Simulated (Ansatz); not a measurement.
## W(100) slab, 5 layers: following an unstable mode

Which phase does W(100) slab, 5 layers fall into along its unstable mode, and how much energy does it gain?

Program: Ansatz 0.2.0. Level of theory: DFT PBEsol, scalar-relativistic, plane waves, PAW; PAW set soft_1. Results are calculated unless marked as measured.

**1. The structure**

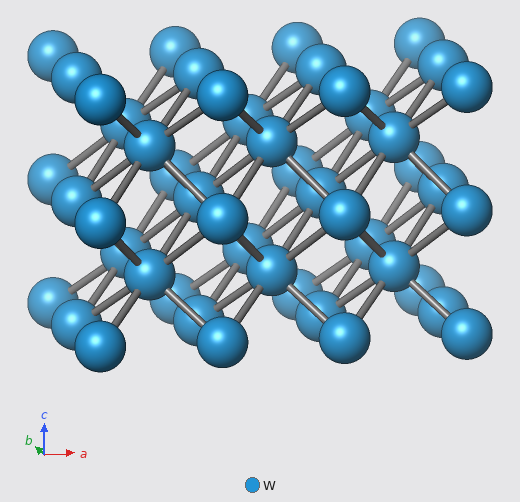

Start, viewed slightly off an axis; tungsten blue. 3×2×1 cells are drawn. Some periodic images of atoms are drawn too.

The cell holds 5 atoms: 5 W. Its edges and angles: a = 3.080 Å, b = 3.080 Å, c = 36.460 Å, α = 90.0°, β = 90.0°, γ = 90.0°. Vacuum lies along c.

**2. Phonons on a q mesh**

The cell comes from relaxations at this level that are not shown. Stability and thermal properties need the whole zone. Linear response on a 2×2×1 q mesh gives force constants as far as a supercell of that size would.

File input.yaml:

```yaml
crystal:
  lattice:
    - [3.0799851754, 0.0, 0.0]
    - [0.0, 3.0799851754, 0.0]
    - [0.0, 0.0, 36.4599902]
  atoms:
    - { symbol: W, position: [0.0, 0.0, 0.1799194055] }
    - { symbol: W, position: [0.5, 0.5, 0.2206138429] }
    - { symbol: W, position: [0.0, 0.0, 0.2650850959] }
    - { symbol: W, position: [0.5, 0.5, 0.3095563489] }
    - { symbol: W, position: [0.0, 0.0, 0.3502507863] }
  periodic: [true, true, false]
kpoints:
  mp_grid: { grid: [12, 12, 1] }
hamiltonian:
  xc: pbesol
  pseudopotentials: { kind: paw, azcp: { folder: soft_1 }, xc_functional: pbe }
scf:
  occupations: { method: methfessel_paxton, width: 0.2 }
output:
  eigenvalues: true
phonons:
  method: dfpt
  qmesh: [2, 2, 1]
  temperatures: { t_max: 1000, t_step: 50 }
  qpath:
    path: [[0.0, 0.0, 0.0], [0.0, 0.5, 0.0], [0.5, 0.5, 0.0], [0.0, 0.0, 0.0]]
    npoints: 10
```

Started as:

```
> ansatz run input.yaml --threads 8 --pin off --max-ram 16384MiB --backend cpu --events-out ev --progress --plain --runs-dir out
```

Numbers of over 12 decimals in the logs are rounded to 6 here.

The program printed:

```text
Warning: crystal.symmetry: narrowed to the stabiliser of the run's FFT grids — unitary ops 16 → 8. A phonons.method: dfpt run fills in the rows of the dynamical matrix that it does not solve by its symmetry operations, which is exact only for operations that map its FFT grids onto themselves: filled in by any other, the frequencies could depend on the order in which like atoms are typed, or, by more than the grids' own error, on where the crystal sits among the grids' points. Excluded: 8 operations. The run can therefore solve more perturbations, solve them on more k-points, or both, and cost more. [rest of the remark cut]
Engine: ansatz 0.2.0, aarch64-unknown-linux-gnu
Pseudopotentials: kind: paw
Pseudopotential: W, paw, valence charge 14, recommended cutoff 420 eV (normal), soft_1/W.paw.azcp
Functional definition: PBEsol
  exchange = pbesol_x
  correlation = pbesol_c
Crystal: 5 atoms, lattice volume = 345.871 Å³
Basis set: ecut = 420 eV, 6801 PW (Γ), exchange–correlation on 48×48×500 points (8 copies of the dense FFT grid, shifted against one another)
Bands: 42, of which v1, the nominal top of the filled ones, is band 35 counted from 1 (34 counted from 0)
Symmetry: 16 space group operations
k-points: 28 of 144 (irreducible under 8 space group operations)
Non-local potential: W, projectors of the file, l = 0: 3, l = 1: 2, l = 2: 2, l = 3: 1
PAW form: soft (Blöchl's): semilocal exchange-correlation on the pseudo side does not see the compensation charge
PAW frozen core: W, regenerated for the run's functional, and the local potential with it (the file was generated under x = pbe(κ = 0.804, μ = 0.219515), c = pbe(β = 0.066725))
PAW one-centre angular grid: W, 590 points (default); XC on 64 Gauss nodes
Initial density: superposition of atomic densities (neutral atoms: chi_scale 0, normalization atom)
Initial wavefunctions: pseudopotential atomic-orbital guess
Functional: x = pbesol(κ = 0.804, μ = 0.123457), c = pbesol(β = 0.046)
SCF iter   1: F=—  HF=-51286.480712 eV  |F-HF|=—  |Δ(HF+E_count)|=         —  Δρ=3.80e-2  dr2=3.50e1  ethr=3.10e-3  ⟨swp⟩=12.1  Hψ=7991  notcnv=0
preconditioner: auto → LDOS  [metal: Δε(μ)=0.022 eV  Ē_g=5.205 eV  σ=0.200 eV  W_gap=0.09  n_scr=44 (ndim 8)  ℏωp=10.9 eV  f_vac=0.709  D(μ)=6.72/eV (n_scr^D=20)  β→1.0]
SCF iter   2: F=—  HF=-51283.300208 eV  |F-HF|=—  |Δ(HF+E_count)|=    3.18e0  S|Δr|=    0.00e0  Δρ=2.24e-2  dr2=4.42e0  ethr=3.10e-3  ⟨swp⟩=5.6  Hψ=3735  notcnv=0  defer=22
SCF iter   3: F=—  HF=-51282.624287 eV  |F-HF|=—  |Δ(HF+E_count)|=   6.76e-1  S|Δr|=    0.00e0  Δρ=6.16e-3  dr2=5.10e-1  ethr=3.10e-3  ⟨swp⟩=4.2  Hψ=2994  notcnv=0  defer=25
SCF iter   4: F=—  HF=-51282.527854 eV  |F-HF|=—  |Δ(HF+E_count)|=   9.64e-2  S|Δr|=    0.00e0  Δρ=1.73e-3  dr2=2.41e-2  ethr=7.28e-4  ⟨swp⟩=3.2  Hψ=2294  notcnv=0  defer=24
SCF iter   5: F=—  HF=-51282.528813 eV  |F-HF|=—  |Δ(HF+E_count)|=   9.59e-4  S|Δr|=    0.00e0  Δρ=5.96e-4  dr2=3.24e-3  ethr=3.45e-5  ⟨swp⟩=3.7  Hψ=2616  notcnv=0  defer=24
SCF iter   6: F=—  HF=-51282.528974 eV  |F-HF|=—  |Δ(HF+E_count)|=   1.61e-4  S|Δr|=    0.00e0  Δρ=1.98e-4  dr2=4.17e-4  ethr=4.63e-6  ⟨swp⟩=3.6  Hψ=2356  notcnv=0  defer=24
SCF iter   7: F=—  HF=-51282.529006 eV  |F-HF|=—  |Δ(HF+E_count)|=   3.20e-5  S|Δr|=    0.00e0  Δρ=7.92e-5  dr2=3.94e-5  ethr=5.95e-7  ⟨swp⟩=3.5  Hψ=2204  notcnv=0  defer=24
SCF iter   8: F=—  HF=-51282.529027 eV  |F-HF|=—  |Δ(HF+E_count)|=   2.07e-5  S|Δr|=    0.00e0  Δρ=2.53e-5  dr2=3.61e-6  ethr=5.63e-8  ⟨swp⟩=4.0  Hψ=2585  notcnv=0  defer=24
SCF iter   9: F=—  HF=-51282.529342 eV  |F-HF|=—  |Δ(HF+E_count)|=   3.15e-4  S|Δr|=    0.00e0  Δρ=6.35e-6  dr2=2.84e-7  ethr=5.15e-9  ⟨swp⟩=3.7  Hψ=2341  notcnv=0  defer=24
SCF iter  10: F=—  HF=-51282.529342 eV  |F-HF|=—  |Δ(HF+E_count)|=   3.22e-7  S|Δr|=    0.00e0  Δρ=2.49e-6  dr2=2.59e-8  ethr=4.05e-10  ⟨swp⟩=4.1  Hψ=2709  notcnv=0  defer=24
SCF iter  11: F=—  HF=-51282.529342 eV  |F-HF|=—  |Δ(HF+E_count)|=   9.23e-8  S|Δr|=    0.00e0  Δρ=8.90e-7  dr2=3.58e-9  ethr=3.70e-11  ⟨swp⟩=3.8  Hψ=2794  notcnv=0  defer=24
SCF iter  12: F=—  HF=-51282.529342 eV  |F-HF|=—  |Δ(HF+E_count)|=   2.10e-8  S|Δr|=    0.00e0  Δρ=2.48e-7  dr2=2.29e-10  ethr=5.12e-12  ⟨swp⟩=3.9  Hψ=2851  notcnv=0  defer=24
SCF iter  13: F=—  HF=-51282.529342 eV  |F-HF|=—  |Δ(HF+E_count)|=   4.43e-9  S|Δr|=    0.00e0  Δρ=1.00e-7  dr2=7.30e-11  ethr=1.00e-12  ⟨swp⟩=3.8  Hψ=2495  notcnv=0  defer=24
SCF iter  14: F=-51282.529342 eV  HF=-51282.529342 eV  |F-HF|=1.75e-10  |Δ(HF+E_count)|=   1.86e-9  S|Δr|=    0.00e0  Δρ=2.78e-8  dr2=2.53e-12  ethr=1.00e-12  ⟨swp⟩=18.9  Hψ=10524  notcnv=0
SCF 1 converged in 14 iterations: F = -51282.529342 eV  dr2 = 2.53e-12
  greatest PAW one-centre occupation: 0.999 electrons in one spin orbital (limit 2), on the W atom at site 3 (counted from 0), in its partial waves of l = 0
phonons: the bands overlap, so this run is a metal and interpolates without the dipole-dipole term. If the crystal is really an insulator or semiconductor, its LO-TO splitting is missing
NSCF: frozen V_eff on 28 k-points
NSCF: frozen V_eff on 49 k-points
DFPT response loops at q = (0, 0, 0) (fractional): preconditioner auto → none (partly filled bands, converged f_vac=0.711); β = 0.50; Broyden in place of MSR1
NSCF: frozen V_eff on 98 k-points
DFPT response loops at q = (0, -0.5, 0) (fractional): mixed as the last ones told, above
NSCF: frozen V_eff on 98 k-points
DFPT response loops at q = (-0.5, -0.5, 0) (fractional): mixed as the last ones told, above
SCF converged after 14 iterations
Stability not checked: this state was not tested for a lower state beside it, because cold or Methfessel-Paxton smearing, or corrected tetrahedra, fill the levels in a way that the test cannot read (fill_not_monotonic; see scf.lower_state_search)
Free energy (F): -51282.529342 eV
Harris-Foulkes:  -51282.529342 eV  (|F-HF|=1.75e-10)
Internal energy: -51282.525237 eV  (E = F + TS)
E sigma→0 (E₀):  -51282.528316 eV
Entropy (-TS):   -0.004105 eV (-0.821 meV/atom)
Fermi energy:    -4.334572 eV
--- Per-component energies (eV) ---
  E_band       = -2274.911845
  E_kinetic    = 2113.324667
  E_local      = -307123.243726  (includes V_loc(G=0)·N_el)
  E_nonlocal   = -110.907610
  E_hartree    = 152411.342624
  E_xc         = -1327.128478
  E_vxc        = -1152.332081  (∫ρ·V_xc dr)
  E_paw        = -42257.539013  (= ΣΔE_a)
  E_vpaw       = -824.439341  (= ΣTr[D̂ρ^β])
  E_aug_tail   = 0.000753  (compensation charges beyond the density's cutoff)
  E_ewald      = 145010.516257
  E_core_change = 1.109289  (= ΣΔE_core)
  E_smearing   = -0.004105  (= −TS)
  E_closure    = -0.000000  (closes the sum)
  Σ components = -51282.529342   (vs F -51282.529342, Δ=0.00e0)
--- Band table (eV; the first three rows and the last of 28) ---
  k-point 0: bands = [... 31 lower, -5.0077, -4.9826, -4.7492, -4.6236, -4.5694, -4.1275, -4.1275, -4.1241, ... 3 higher]
  k-point 1: bands = [... 31 lower, -5.0121, -4.9475, -4.7605, -4.6742, -4.5333, -4.4049, -3.6531, -3.5258, ... 3 higher]
  k-point 2: bands = [... 31 lower, -5.2177, -5.1275, -5.0401, -4.9659, -4.1043, -3.9728, -3.3407, -3.2239, ... 3 higher]
  k-point 27: bands = [... 31 lower, -5.1457, -5.1457, -2.3202, -2.3202, -2.2351, -2.0882, -1.6445, -1.6445, ... 3 higher]
--- Phonons (Γ-DFPT): 10 representative perturbations + reference (Σ response iterations 51) ---
  ASR residual: 1.952e-4 → 0.000e0 eV/Å²; symmetrization residual: 6.433e-5 eV/Å²
  The last average, over the group as it would stand without the narrowing to the FFT grids, took up to 2.017e-5 eV/Å² of the zone centre's force constants
  ASR residual per site (eV/Å²): 1.24e-4 1.76e-4 1.95e-4 1.40e-4 1.58e-4
  Γ frequencies (cm⁻¹): 0.00 0.00 0.00 60.23 60.23 86.59 86.59 103.63 150.31 150.31 157.93 172.07 172.07 180.07 200.78
--- Phonons (arbitrary-q DFPT): 3 irreducible q on the 2×2×1 mesh ---
  q = [0.0000, 0.0000, 0.0000] (star 1, of the zone-centre solve; hermiticity 7.49e-6, symmetrization 6.01e-13, taken by the last average 1.17e-6): -0.00 0.00 0.00 60.23 60.23 86.59 86.59 103.63 150.31 150.31 157.93 172.07 172.07 180.07 200.78
  q = [0.0000, -0.5000, 0.0000] (star 2, 15 solved perturbations on 49 of 144 k-point pairs; hermiticity 2.71e-6, symmetrization 2.80e-9, taken by the last average 6.70e-7): -59.69 -33.00 -27.78 -18.24 102.97 110.69 137.30 138.60 144.08 145.13 145.26 151.29 207.65 221.15 233.40
  q = [-0.5000, -0.5000, 0.0000] (star 1, 10 solved perturbations in 385 linear systems a pass and spin channel, the states on 49 of 144 k-point pairs; hermiticity 3.68e-6, symmetrization 2.11e-9, taken by the last average 1.00e-6): -100.79 -100.79 -99.04 -99.04 134.96 134.98 151.23 157.96 157.96 160.63 172.56 200.69 200.69 217.70 217.70
  sum rule: each row above includes the acoustic sum rule's correction from the zone centre's row sums; it moved no ω² by more than (0.54 cm⁻¹)²
  mesh force constants: q→R imaginary residual 9.23e-18; ASR residual 1.952e-4 → 0.000e0 eV/Å²; symmetrization residual 5.329e-15 eV/Å²
  interpolated dispersion: 31 rows × 15 modes
  density of states and harmonic sums: on the 20×20×1 q-mesh, interpolated from the force constants of a 2×2×1 supercell (no non-analytic term)
  largest difference from the sums on the solved wave vectors: F 2.64e-1 eV, S 3.42e-4 and C_V 7.83e-5 eV/K
  zero-point energy: 0.109129 eV/cell   skipped modes (ω ≤ 0): 186, of them read as no rigid motion or as one in doubt: 183 (2.840e0 modes/cell left out, lowest -100.79 cm⁻¹)   left out of the sums: 1.90e-1 of the cell's modes: C_V's classical limit lies that fraction below 3 k_B per atom; for a crystal, a wire or a layer, F and S can be off by more, and a phonons.interpolated_qmesh denser along its periods is the remedy for the sampling
```

It took 8.6 min on 8 threads of Arm Neoverse V1, shared host; peak memory 2.6 GiB; 65 min of CPU time.

Reading the cycles: dr2 is the Hartree energy of the density residual (eV), the measure of convergence; HF is the Harris–Foulkes estimate of the energy, which meets the free energy F at convergence.

This step gave:

* gap on the k-mesh: 0 eV
* sum-rule residual before enforcement: 1.95e-4 eV/Å²
* lowest frequency on the path: -100.8 cm⁻¹
* point group: 4/mmm
* highest frequency on the path or at a solved wavevector: 233.4 cm⁻¹
* area per atom: 1.897 Å²
* highest optical mode at the zone centre (no LO-TO term): 200.8 cm⁻¹
* lowest optical zone-centre mode: 60.23 cm⁻¹
* lowest mode on the q mesh (acoustic modes at Γ apart): -100.8 cm⁻¹

Frequencies (cm⁻¹) solved at each irreducible wavevector; negative means imaginary. Frequencies by wavevector, by row:

```
q in reciprocal lattice units  star  mode 1  mode 2  mode 3  mode 4  mode 13  mode 14  mode 15
                        0 0 0     1       0       0       0    60.2    172.1    180.1    200.8
                     0 -0.5 0     2   -59.7     -33   -27.8   -18.2    207.7    221.2    233.4
                  -0.5 -0.5 0     1  -100.8  -100.8     -99     -99    200.7    217.7    217.7
```

Interpolated from a 2×2×1 q mesh, rough between the solved points. Phonon branches along the path, in cm⁻¹:

```
point  branch 1  branch 2  branch 3  branch 4  branch 12  branch 13  branch 14  branch 15
    Γ         0         0         0        60        172        172        180        201
    X       -60       -33       -28       -18        151        208        221        233
    M      -101      -101       -99       -99        201        201        218        218
    Γ         0         0         0        60        172        172        180        201
```

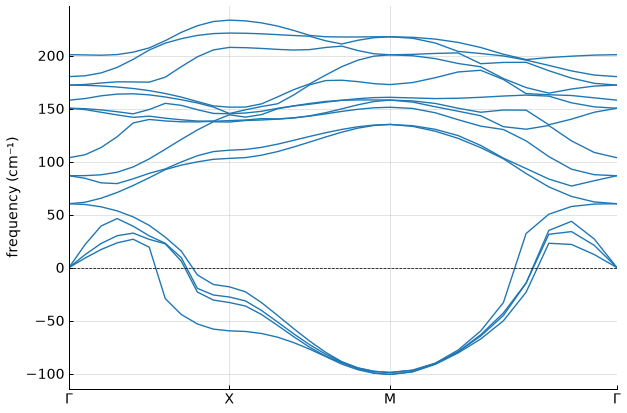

Phonon branches along the path.

Symmetry leaves 3 wavevectors to solve. The lowest mode among them, the acoustic zeros apart, lies at q = (-0.5, -0.5, 0) and is imaginary, 100.8i cm⁻¹, so the energy falls along it.

**3. The mode frozen in, largest atomic shift 0 Å**

The mode followed lies at q = (-0.5, -0.5, 0) with frequency 100.8i cm⁻¹ and is 2-fold degenerate, the softest among the wavevectors solved. At small amplitude the distorted cell has space group no. 53 by a symmetry search on the positions. The undistorted cell that holds it gives the zero of energy on the same k mesh.

System of this step: W(100) slab, 5 layers. The cell holds 10 atoms: 10 W. Cell: a = 4.356 Å, b = 4.356 Å, c = 36.460 Å, α = 90.0°, β = 90.0°, γ = 90.0°. It derives from W. Vacuum lies along c.

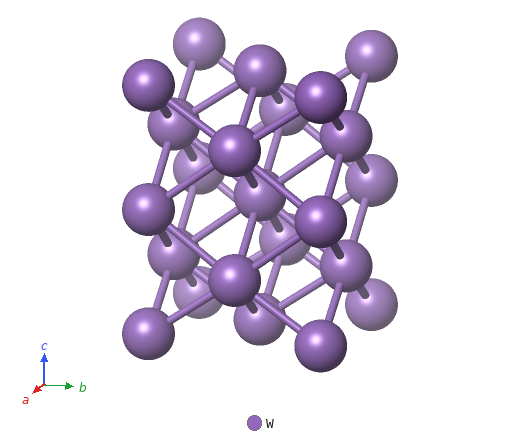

The cell of this step (tungsten purple). Some periodic images of atoms are drawn too.

File input.yaml:

```yaml
crystal:
  lattice:
    - [-3.0799851754, -3.0799851754, 0.0]
    - [-3.0799851754, 3.0799851754, 0.0]
    - [0.0, 0.0, -36.4599902]
  atoms:
    - { symbol: W, position: [1.0, 0.0, 0.8200805945] }
    - { symbol: W, position: [0.5, 0.5, 0.8200805945] }
    - { symbol: W, position: [0.0, 0.5, 0.7793861571] }
    - { symbol: W, position: [0.5, 0.0, 0.7793861571] }
    - { symbol: W, position: [0.5, 0.5, 0.7349149041] }
    - { symbol: W, position: [0.0, 0.0, 0.7349149041] }
    - { symbol: W, position: [0.0, 0.5, 0.6904436511] }
    - { symbol: W, position: [0.5, 0.0, 0.6904436511] }
    - { symbol: W, position: [1.0, 0.0, 0.6497492137] }
    - { symbol: W, position: [0.5, 0.5, 0.6497492137] }
  periodic: [true, true, false]
kpoints:
  mp_grid: { grid: [8, 8, 1] }
hamiltonian:
  xc: pbesol
  pseudopotentials: { kind: paw, azcp: { folder: soft_1 }, xc_functional: pbe }
scf:
  occupations: { method: methfessel_paxton, width: 0.2 }
output:
  forces: true
  stress: true
  eigenvalues: true
```

The program printed:

```text
[...]
Crystal: 10 atoms, lattice volume = 691.741 Å³
Basis set: ecut = 420 eV, 13513 PW (Γ), exchange–correlation on 60×60×500 points (8 copies of the dense FFT grid, shifted against one another)
Bands: 84, of which v1, the nominal top of the filled ones, is band 70 counted from 1 (69 counted from 0)
Symmetry: 32 space group operations
[...]
k-points: 15 of 64
[...]
k-point 1: bands = [... 66 lower, -4.7062, -4.6325, -4.5800, -4.3006, -3.7733, -3.4254, -3.1469, -2.9017, ... 10 higher]
  k-point 2: bands = [... 66 lower, -4.8352, -4.6562, -4.4710, -4.0002, -3.8789, -3.5921, -3.5841, -3.5610, ... 10 higher]
  k-point 14: bands = [... 66 lower, -4.3797, -4.3797, -4.3437, -4.3437, -4.2886, -4.2886, -3.4356, -3.4356, ... 10 higher]
  ° read free of the cell's end (the report's vacuum.weakly_bound_levels)
[key lines of the parts left out:]
SCF converged after 10 iterations
Free energy (F): -102565.063284 eV
Fermi energy:    -4.312503 eV
P = ½ c Tr σ = 0.1860 N/m
```

The job ended after 9.9 s (8 threads; peak memory 2.6 GiB).

This step gave:

| Property | Result |
| --- | --- |
| energy from the undistorted cell | 0 meV/atom |

**4. The mode frozen in, largest atomic shift 0.22 Å**

The atoms are moved along the unstable eigenvector, the largest shift by 0.22 Å, with the cell fixed.

input.yaml, the sections that differ from step 3:

```yaml
crystal:
  lattice:
    - [-3.0799851754, -3.0799851754, 0.0]
    - [-3.0799851754, 3.0799851754, 0.0]
    - [0.0, 0.0, -36.4599902]
  atoms:
    - { symbol: W, position: [1.0, 0.0505078703, 0.8200805945] }
    - { symbol: W, position: [0.5, 0.4494921297, 0.8200805945] }
    - { symbol: W, position: [0.0, 0.5044953589, 0.7793861571] }
    - { symbol: W, position: [0.5, -0.0044953589, 0.7793861571] }
    - { symbol: W, position: [0.5, 0.5, 0.7349149041] }
    - { symbol: W, position: [0.0, 0.0, 0.7349149041] }
    - { symbol: W, position: [0.0, 0.4955046411, 0.6904436511] }
    - { symbol: W, position: [0.5, 0.0044953589, 0.6904436511] }
    - { symbol: W, position: [1.0, -0.0505078703, 0.6497492137] }
    - { symbol: W, position: [0.5, 0.5505078703, 0.6497492137] }
  periodic: [true, true, false]
# kpoints, hamiltonian, scf, output: as in step 3
```

The program printed:

```text
[...]
Crystal: 10 atoms, lattice volume = 691.741 Å³
Basis set: ecut = 420 eV, 13513 PW (Γ), exchange–correlation on 60×60×500 points (8 copies of the dense FFT grid, shifted against one another)
Bands: 84, of which v1, the nominal top of the filled ones, is band 70 counted from 1 (69 counted from 0)
Symmetry: 8 space group operations
[...]
k-points: 25 of 64
[...]
k-point 1: bands = [... 66 lower, -5.0775, -4.8145, -4.6944, -4.5896, -3.9028, -3.8836, -3.4899, -3.3051, ... 10 higher]
  k-point 2: bands = [... 66 lower, -5.2155, -5.0224, -4.8338, -4.2943, -4.0610, -3.8550, -3.5603, -3.5053, ... 10 higher]
  k-point 24: bands = [... 66 lower, -4.8003, -4.8003, -4.4576, -4.4576, -4.4472, -4.4472, -3.6996, -3.6996, ... 10 higher]
  ° read free of the cell's end (the report's vacuum.weakly_bound_levels)
[key lines of the parts left out:]
SCF converged after 11 iterations
Free energy (F): -102565.354640 eV
Fermi energy:    -4.494028 eV
P = ½ c Tr σ = 3.3472 N/m
```

Elapsed: 18 s, on 8 threads; peak memory 2.9 GiB.

This step gave:

* energy from the undistorted cell: -29.76 meV/atom

The energy, extrapolated to zero smearing, is -29.76 meV/atom against the undistorted cell.

**5. Energy along the mode, all amplitudes (two of the runs are shown above)**

An imaginary frequency means negative curvature, so the energy should fall and then rise again as anharmonic terms take over.

This step gave:

| Property | Result |
| --- | --- |
| depth at the lowest point sampled | 29.76 meV/atom |
| largest atomic shift at that point | 0.22 Å |

The energy from the parent by largest atomic shift:

```
largest atomic shift (Å)  energy from the parent (meV/atom)
                   0.000                                  0
                   0.040                              -2.33
                   0.080                              -8.48
                   0.140                              -21.3
                   0.220                              -29.8
                   0.320                               6.94
```

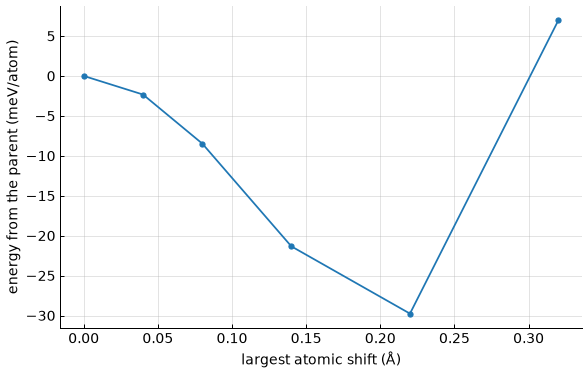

Energy from the parent, plotted against largest atomic shift.

Displacement at unit largest shift by atom:

```
atom   x (Å)   y (Å)  z (Å)   size
  W1  -0.707   0.707  0.000  1.000
  W2   0.707  -0.707  0.000  1.000
  W3  -0.063   0.063  0.000  0.089
  W4   0.063  -0.063  0.000  0.089
  W5   0.000   0.000  0.000  0.000
  W6   0.000   0.000  0.000  0.000
  W7   0.063  -0.063  0.000  0.089
  W8  -0.063   0.063  0.000  0.089
  W9   0.707  -0.707  0.000  1.000
 W10  -0.707   0.707  0.000  1.000
```

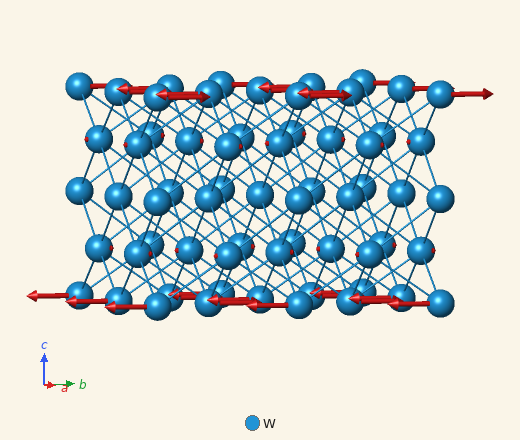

Displacement at unit largest shift as arrows, the longest 1.000 Å. 2×2×1 cells are drawn. Some periodic images of atoms are drawn too.

The lowest of the steps tried is at 0.22 Å, 29.8 meV/atom below the parent; the bottom of the well need not coincide with a step.

[end of part 1 of 2]

[Logs are printed without paths, hosts, clocks, repeated set-up lines and the standing remarks that a program may print on its own settings, such as how far it seeks lower states.]

[Hosts, paths, dates, database ids (printed as entryN), source tags and the programs' standing remarks are cut or masked in the printed files.]
